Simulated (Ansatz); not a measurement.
**Cu$_{2}$F (charge +1, quintet): density, localisation and related maps**

Input

```
crystal:
  periodic: [false, false, false]
  atoms:
    - {symbol: Cu, position_ang: [0.307708, 1.487909, -1.023921]}
    - {symbol: Cu, position_ang: [-0.746395, -1.397987, 0.919549]}
    - {symbol: F, position_ang: [0.438677, -0.089922, 0.104362]}
basis:
  gaussian: {orbitals: def2-TZVP, initial_orbitals: start.molden}
total_charge: 1
magnetization: {spin_polarized: true, initial_magnetization: 4}
hamiltonian: {xc: pbe0, dispersion: d4}
output: {orbitals: {seedname: orbitals}}
```

Launched as:

```sh
ansatz run in.yaml --threads 4 --pin off --events-out ev --progress --plain --max-ram 3916MiB
```

Geometry: PBE-D4/def2-TZVP.

Theory: UKS PBE0-D4/def2-TZVP (Ansatz).

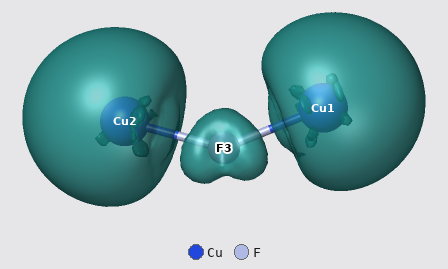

Figure 1. Isosurfaces of the spin density at +0.02 (teal) and −0.02 e/Å³ (pink), seen at a tilt.

**Where is the unpaired spin?**

The unpaired spin (4 electrons) lies mostly on Cu1 (about 1.9), Cu2 (about 1.9) and F3 (about 0.2), in electrons by Hirshfeld's partition.

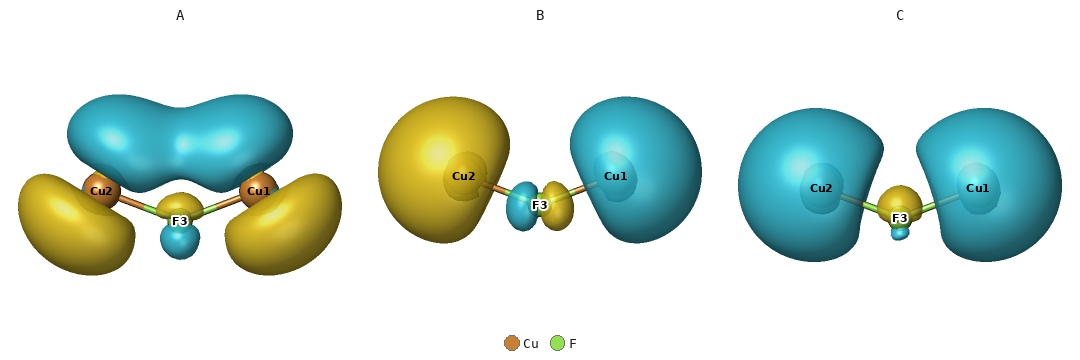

Figure 2. Three frontier orbitals at ±0.08 Å⁻³ᐟ² (yellow and cyan are the two phases), in no order.

**Which picture is the HOMO−1, the HOMO and the LUMO? All are α orbitals.**

C is the HOMO−1 (α) (−11.98 eV). By Hirshfeld shares it lies mainly on Cu1 (about 45 %) and Cu2 (about 45 %). B is the HOMO (α) (−11.29 eV). Its weight (Hirshfeld) is mainly on Cu1 (about 45 %), Cu2 (about 45 %) and F3 (about 5 %). A is the LUMO (α) (−4.80 eV). Its weight (Hirshfeld) is mainly on Cu1 (about 45 %), Cu2 (about 45 %) and F3 (about 5 %).

**What is the gap between the highest occupied and lowest empty α orbitals?**

6.49 eV between the orbital energies.

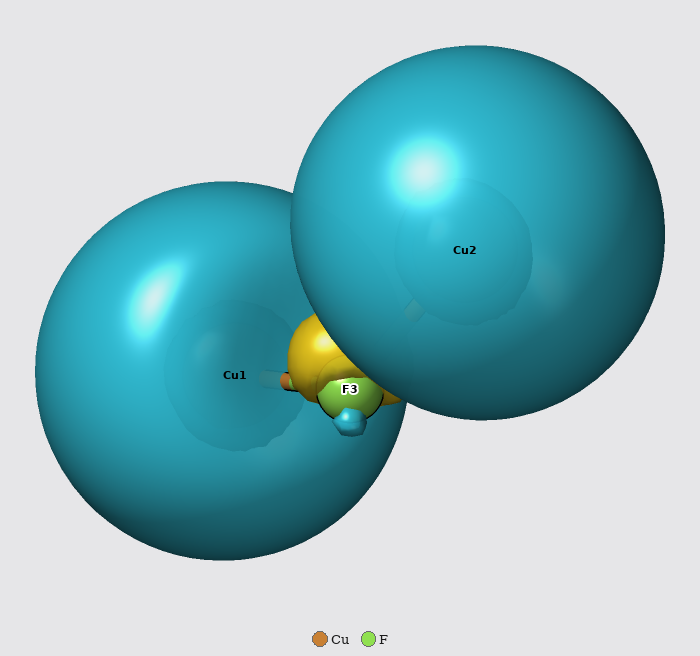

Figure 3. The HOMO−1 (α) at ±0.1 Å⁻³ᐟ² (yellow and cyan are the two phases), seen at an oblique angle.

**Where does this orbital lie, and at what energy?**

It lies mainly on Cu1 (about 45 %) and Cu2 (about 45 %). Its energy is −11.98 eV.
